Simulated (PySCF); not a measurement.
# Two runs on C$_{5}$H$_{9}$F

System: C$_{5}$H$_{9}$F.
Method of the first run: GIAO PBE0/pcSseg-1 NMR shielding, non-relativistic, gas phase (PySCF 2.14.0).

The geometry comes from this level: GFN2-xTB. Text and figures count atoms from 1; the logs count them from 0 in places.

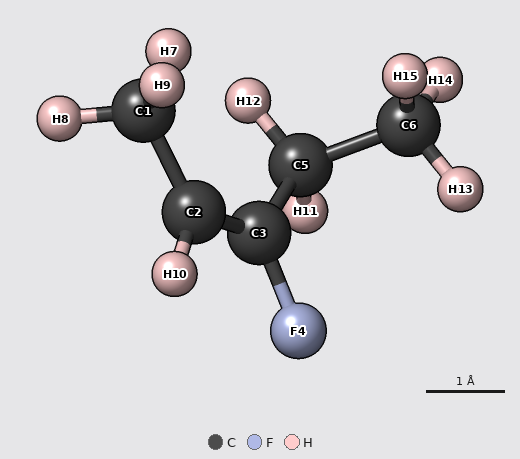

Fig. 1: The input geometry (ball-and-stick view, seen at a tilt; atoms are numbered from 1 in the order of the input).

**Input file, the first run**
```
{"job": {"kind": "nmr", "xc": "PBE0", "basis": "pcSseg-1"}, "charge": 0, "multiplicity": 1}
C      1.794840     0.452174     0.990038
C      0.942070     1.184082     0.010560
C     -0.022742     0.663862    -0.729742
F     -0.707376     1.504655    -1.557800
C     -0.535845    -0.737930    -0.808119
C     -1.802320    -0.906881     0.034273
H      1.514485    -0.593054     1.074131
H      2.840785     0.513549     0.689525
H      1.706403     0.916155     1.972015
H      1.145245     2.241493    -0.092026
H     -0.767364    -0.955684    -1.853364
H      0.232879    -1.433773    -0.474158
H     -2.558769    -0.191630    -0.279772
H     -2.203702    -1.910497    -0.083610
H     -1.583003    -0.738530     1.086135
```

The first line tells a small driver script what to run in PySCF; the rest is the geometry in Å.

Command:
```bash
OMP_NUM_THREADS=1 python <driver script> task.json out
```

Hardware: 1 CPU thread, shared host.

**Output (the first run)**
```
coarse grid: 12096 points
cycle   1  E = -295.3040035696  dE =  5.556e-01  |g| = 5.278e-01  |ddm| = 3.280e+00
cycle   2  E = -295.2785432897  dE =  2.546e-02  |g| = 6.678e-01  |ddm| = 8.254e-01
cycle   3  E = -295.3603453304  dE = -8.180e-02  |g| = 8.250e-02  |ddm| = 4.613e-01
cycle   4  E = -295.3617439259  dE = -1.399e-03  |g| = 3.347e-02  |ddm| = 9.315e-02
cycle   5  E = -295.3620042985  dE = -2.604e-04  |g| = 8.625e-03  |ddm| = 3.000e-02
cycle   6  E = -295.3620172909  dE = -1.299e-05  |g| = 3.800e-03  |ddm| = 9.393e-03
cycle   7  E = -295.3620203873  dE = -3.096e-06  |g| = 5.321e-04  |ddm| = 3.129e-03
final grid: 115992 points
cycle   8  E = -295.4045748896  dE = -3.448e-05  |g| = 8.507e-03  |ddm| = 2.571e-02
cycle   9  E = -295.4045668066  dE =  8.083e-06  |g| = 1.086e-02  |ddm| = 1.437e-02
cycle  10  E = -295.4045921966  dE = -2.539e-05  |g| = 1.274e-03  |ddm| = 8.056e-03
cycle  11  E = -295.4045924472  dE = -2.506e-07  |g| = 1.714e-04  |ddm| = 9.967e-04
cycle  12  E = -295.4045924514  dE = -4.208e-09  |g| = 5.971e-05  |ddm| = 1.538e-04
cycle  13  E = -295.4045924522  dE = -7.904e-10  |g| = 2.186e-05  |ddm| = 6.492e-05
converged SCF energy = -295.4045924522

GIAO shielding tensors (ppm)
atom      isotropic    diamagn.    paramagn.     s11        s22        s33       span
  0 C      172.933     248.886     -75.953    162.051    171.705    185.043     22.992
  1 C       80.182     258.834    -178.652    -12.489     98.500    154.536    167.025
  2 C       14.417     253.587    -239.170    -87.640     65.015     65.877    153.517
  3 F      273.936     477.516    -203.580    193.606    297.747    330.454    136.847
  4 C      160.803     249.040     -88.237    149.071    160.908    172.429     23.359
  5 C      171.466     247.201     -75.735    156.663    171.193    186.542     29.880
  6 H       30.162      32.089      -1.927     25.708     30.954     33.823      8.115
  7 H       29.907      28.397       1.510     25.450     27.329     36.941     11.491
  8 H       29.920      29.269       0.651     25.729     27.446     36.585     10.856
  9 H       26.468      31.424      -4.956     23.457     26.559     29.390      5.933
 10 H       29.603      29.803      -0.200     25.584     27.951     35.274      9.691
 11 H       29.231      32.195      -2.964     25.282     28.831     33.581      8.299
 12 H       30.273      29.485       0.788     25.869     29.161     35.789      9.920
 13 H       30.608      28.711       1.896     26.293     27.637     37.893     11.601
 14 H       30.726      30.669       0.057     26.401     29.764     36.012      9.610
```

For the second run the input was changed thus:
```diff
-"xc": "PBE0"
-"basis": "pcSseg-1"
+"xc": "KT2"
+"basis": "IGLO-II"
+"pop": false
```

Predict how the results change.

The total energies belong to different models, so their difference says nothing on which is more stable or more accurate. The HOMO goes from −6.86 to −5.65 eV. The LUMO goes from 0.74 to −0.25 eV. The dipole moment goes from 1.84 to 1.70 D. Of all shieldings, the largest change is that of C2, by +14.5 ppm. The functional changes from PBE0 to KT2. The SCF takes 16 iterations against 13. The basis functions go from 147 to 186.

**Output (the second run)**
```
coarse grid: 12096 points
cycle   1  E = -300.5412614880  dE =  4.348e-01  |g| = 7.625e-01  |ddm| = 2.868e+00
cycle   2  E = -300.3779149635  dE =  1.633e-01  |g| = 1.227e+00  |ddm| = 1.470e+00
cycle   3  E = -300.6494229588  dE = -2.715e-01  |g| = 1.703e-01  |ddm| = 1.005e+00
cycle   4  E = -300.6549615674  dE = -5.539e-03  |g| = 4.873e-02  |ddm| = 1.426e-01
cycle   5  E = -300.6555061558  dE = -5.446e-04  |g| = 1.101e-02  |ddm| = 4.311e-02
cycle   6  E = -300.6555153401  dE = -9.184e-06  |g| = 8.781e-03  |ddm| = 1.443e-02
cycle   7  E = -300.6555350852  dE = -1.975e-05  |g| = 1.828e-03  |ddm| = 7.744e-03
cycle   8  E = -300.6555357828  dE = -6.975e-07  |g| = 4.740e-04  |ddm| = 1.961e-03
final grid: 115992 points
cycle   9  E = -300.6235048194  dE = -5.175e-04  |g| = 3.581e-02  |ddm| = 4.416e-02
cycle  10  E = -300.6229411808  dE =  5.636e-04  |g| = 6.784e-02  |ddm| = 6.354e-02
cycle  11  E = -300.6236933276  dE = -7.521e-04  |g| = 5.891e-03  |ddm| = 4.793e-02
cycle  12  E = -300.6236979974  dE = -4.670e-06  |g| = 3.327e-03  |ddm| = 6.915e-03
cycle  13  E = -300.6237007215  dE = -2.724e-06  |g| = 9.676e-04  |ddm| = 2.909e-03
cycle  14  E = -300.6237009615  dE = -2.400e-07  |g| = 1.367e-04  |ddm| = 7.276e-04
cycle  15  E = -300.6237009659  dE = -4.370e-09  |g| = 3.932e-05  |ddm| = 1.615e-04
cycle  16  E = -300.6237009663  dE = -3.628e-10  |g| = 1.275e-05  |ddm| = 4.690e-05
converged SCF energy = -300.6237009663

GIAO shielding tensors (ppm)
atom      isotropic    diamagn.    paramagn.     s11        s22        s33       span
  0 C      176.932     248.049     -71.117    165.859    174.400    190.538     24.679
  1 C       94.637     259.067    -164.429     17.453    109.232    157.226    139.773
  2 C       28.699     254.763    -226.064    -55.808     70.219     71.687    127.494
  3 F      265.341     476.279    -210.938    186.727    289.551    319.746    133.019
  4 C      164.432     249.669     -85.237    151.998    165.731    175.567     23.569
  5 C      175.488     246.905     -71.417    159.718    174.469    192.279     32.561
  6 H       30.604      32.020      -1.416     26.364     31.626     33.824      7.460
  7 H       30.329      29.148       1.181     25.980     28.008     36.999     11.020
  8 H       30.338      29.822       0.517     26.231     28.140     36.645     10.414
  9 H       27.034      31.474      -4.439     24.363     27.333     29.408      5.045
 10 H       29.960      30.567      -0.607     25.949     28.639     35.291      9.341
 11 H       29.459      32.262      -2.803     25.553     29.402     33.422      7.869
 12 H       30.751      29.948       0.804     26.628     29.704     35.922      9.294
 13 H       31.021      29.351       1.670     26.796     28.434     37.834     11.039
 14 H       31.228      30.696       0.532     27.044     30.452     36.188      9.143
```

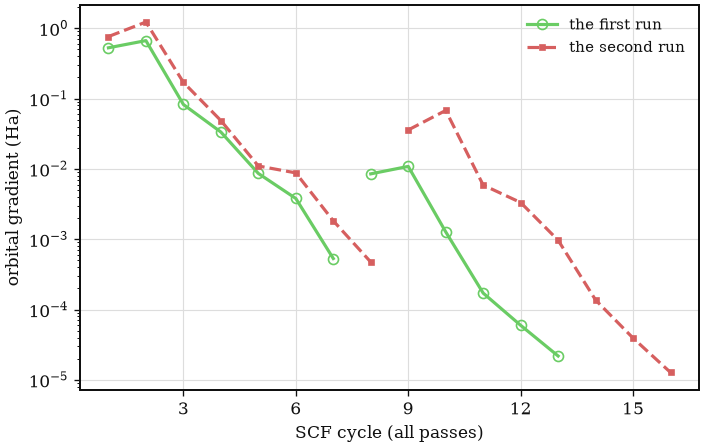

Fig. 2: Convergence of the two runs: orbital gradient against the SCF cycle. A break in a curve parts two SCF passes (coarse and final grid). The first run takes 13 cycles in all, and the second run takes 16.

**The two runs side by side**

```tsv
quantity	the first run	the second run
outcome	converged	converged
total energy (hartree)	−295.404592	−300.623701
HOMO (eV)	−6.86	−5.65
LUMO (eV)	0.74	−0.25
dipole moment (D)	1.84	1.70
shielding of C1 (ppm)	172.9	176.9
shielding of C2 (ppm)	80.2	94.6
shielding of C3 (ppm)	14.4	28.7
shielding of F4 (ppm)	273.9	265.3
shielding of C5 (ppm)	160.8	164.4
shielding of C6 (ppm)	171.5	175.5
shielding of H10 (ppm)	26.5	27.0
SCF iterations	13	16
basis functions	147	186
wall time (shared host)	9.9 s	19 s
```
